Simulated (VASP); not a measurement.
Energy against volume of LiCl (rock salt). These are PBE0 hybrid, VASP's PBE PAW potentials (set 64) (plane waves; VASP 6.6.1) values and carry that method's errors.

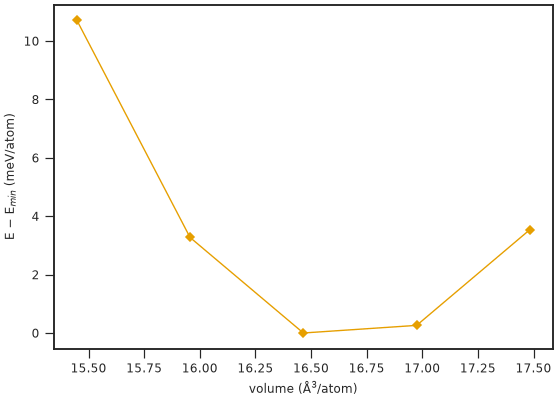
Figure. Energy against volume

Task: Estimate the equilibrium volume and the bulk modulus.

Result: The minimum lies near 16.7 Å³/atom, and the curvature gives B0 of about 34 GPa.

The compound is LiCl in the rock salt structure. It was relaxed first. The cell's shape comes from a PBE relaxation.
